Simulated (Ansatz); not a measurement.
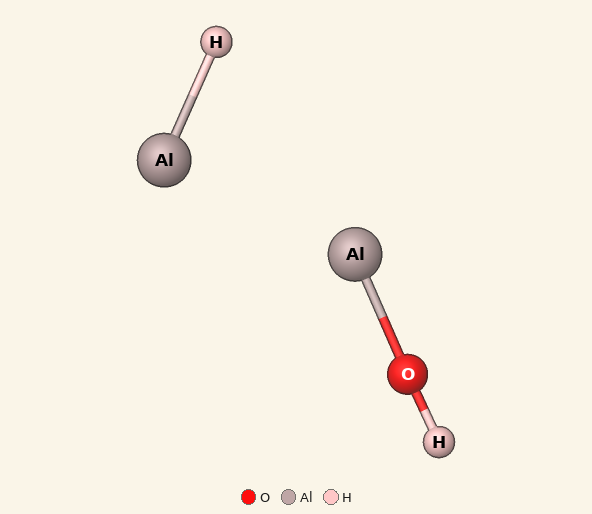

All atoms lie in one plane, which faces the viewer. The computed structure is the end point of a PBE-D4/def2-SVP optimisation. No frequency run is at hand to confirm it as a minimum.

Q: List the symmetry elements and name the point group.

A: It has 1 mirror plane, so the point group is Cs. The group has 2 operations. The geometry is achiral, and symmetry allows a dipole moment.
